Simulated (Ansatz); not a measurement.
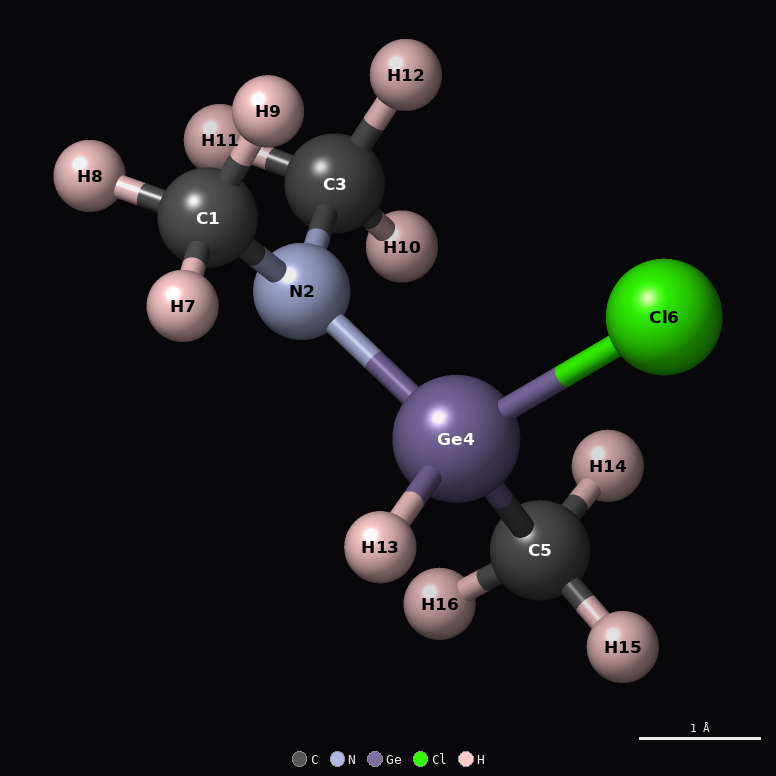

The atoms are numbered. The computed structure is the end point of a PBE-D4/def2-SVP optimisation. No frequency run is at hand to confirm it as a minimum.

Give these bond angles: C1–N2–C3, N2–C1–H7, N2–C1–H8, N2–C1–H9, N2–C3–H10, N2–C3–H12, N2–Ge4–C5, N2–Ge4–Cl6, N2–Ge4–H13, C3–N2–Ge4, Ge4–C5–H14, C5–Ge4–H13.

```json
{"angle": "C1–N2–C3", "degrees": "113.5"}
{"angle": "N2–C1–H7", "degrees": "110.6"}
{"angle": "N2–C1–H8", "degrees": "110.2"}
{"angle": "N2–C1–H9", "degrees": "113.4"}
{"angle": "N2–C3–H10", "degrees": "110.9"}
{"angle": "N2–C3–H12", "degrees": "113.4"}
{"angle": "N2–Ge4–C5", "degrees": "110.8"}
{"angle": "N2–Ge4–Cl6", "degrees": "110.6"}
{"angle": "N2–Ge4–H13", "degrees": "106.7"}
{"angle": "C3–N2–Ge4", "degrees": "118.7"}
{"angle": "Ge4–C5–H14", "degrees": "110.3"}
{"angle": "C5–Ge4–H13", "degrees": "115.8"}
```
